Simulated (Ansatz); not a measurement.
**ClFH$_{4}$Si$_{3}$: density, localisation and related maps**

Input file:

```
basis:
  gaussian: {orbitals: def2-TZVPD}
crystal:
  periodic: [false, false, false]
  atoms:
    - {symbol: Cl, position_ang: [3.139896, -0.291032, -1.198649]}
    - {symbol: F, position_ang: [-0.786650, -0.814267, -1.427308]}
    - {symbol: Si, position_ang: [-0.759456, -1.345576, 0.117538]}
    - {symbol: Si, position_ang: [0.781099, 0.044123, 1.239410]}
    - {symbol: Si, position_ang: [1.785812, 1.239599, -0.623901]}
    - {symbol: H, position_ang: [-2.145121, -1.246256, 0.651102]}
    - {symbol: H, position_ang: [-0.334971, -2.770770, 0.108751]}
    - {symbol: H, position_ang: [1.733308, -0.775777, 2.041977]}
    - {symbol: H, position_ang: [0.053210, 0.971152, 2.156715]}
hamiltonian: {xc: {name: PBE0}}
output: {forces: true, orbitals: {seedname: orbitals}}
```

Launched as:

```sh
ansatz run input.yaml --threads 1 --pin off --max-ram 2610MiB --events-out events.jsonl --progress --plain --runs-dir runs
```

Geometry: B3LYP/6-31G*.

Computed with Ansatz, isolated molecule in a Gaussian basis; Kohn-Sham density functional theory, functional PBE0.

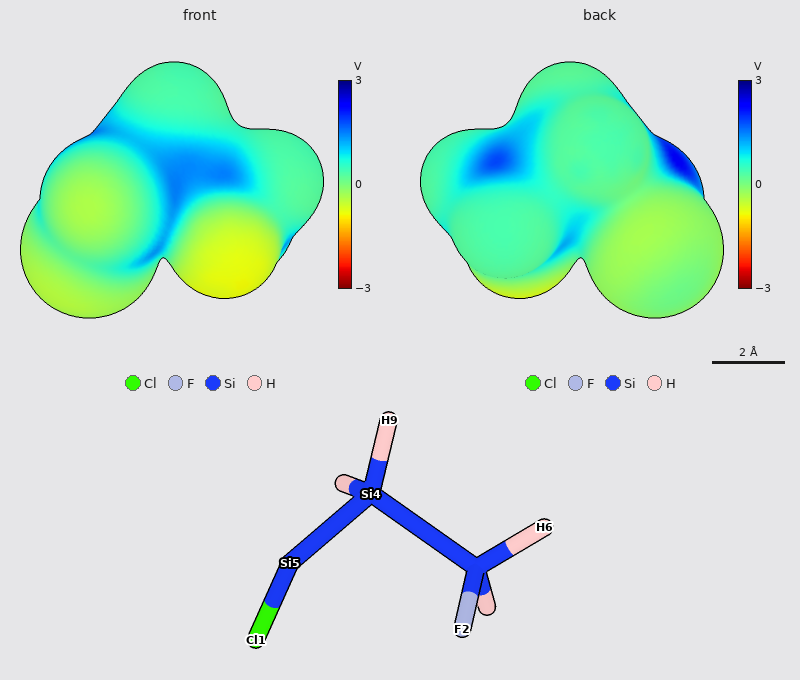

Figure 1. The molecular electrostatic potential painted on the density surface at 0.002 e/bohr³, seen from the front and from behind; red is negative and blue positive. The bare structure is drawn below in the same view.

### Where is the surface potential most negative and most positive?

The most negative region (about −0.8 V) lies over F2, the most positive (about +2.2 V) over Si5.

### What dipole moment does the calculation give?

Its dipole moment is 1.80 D.

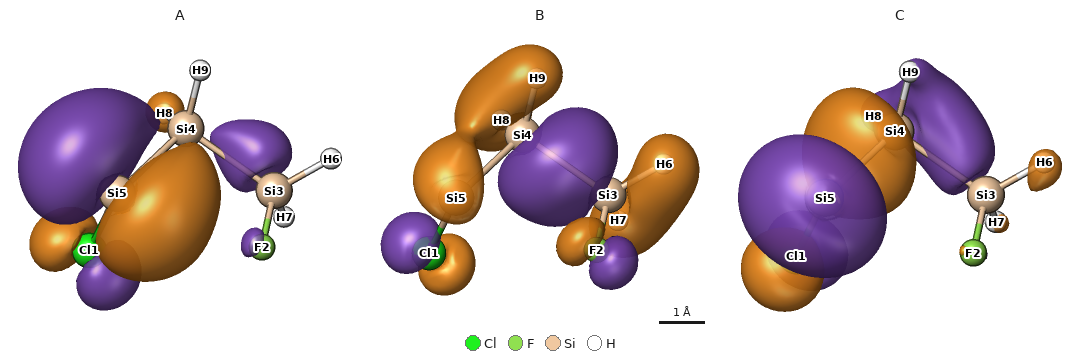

Figure 2. Three frontier orbitals at ±0.08 Å⁻³ᐟ² (orange and purple are the two phases), in no order.

### Order the three orbitals by energy and name them.

B is the HOMO−1 (−8.61 eV). By Hirshfeld shares it lies mainly on Si4 (about 30 %), Si3 (about 30 %), Si5 (about 5 %) and F2 (about 5 %). C is the HOMO (−6.55 eV). It lies mainly on Si5 (about 55 %), Si4 (about 25 %) and Cl1 (about 15 %). A is the LUMO (−3.28 eV). It lies mainly on Si5 (about 70 %) and Cl1 (about 10 %).

### What is the HOMO–LUMO gap?

3.27 eV between the orbital energies.

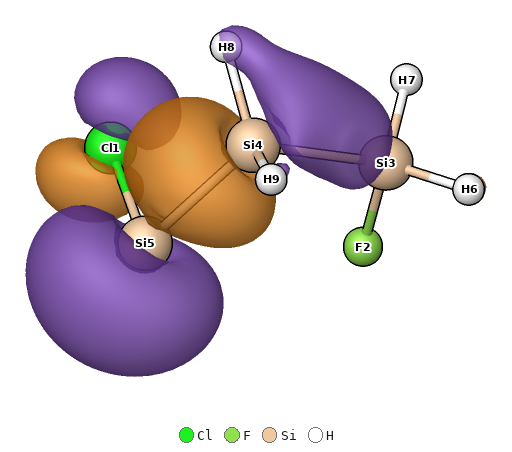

Figure 3. The HOMO at ±0.1 Å⁻³ᐟ² (orange and purple are the two phases), seen from one side.

### Where does this orbital lie, and at what energy?

Its weight (Hirshfeld) is mainly on Si5 (about 55 %), Si4 (about 25 %) and Cl1 (about 15 %). Its energy is −6.55 eV.
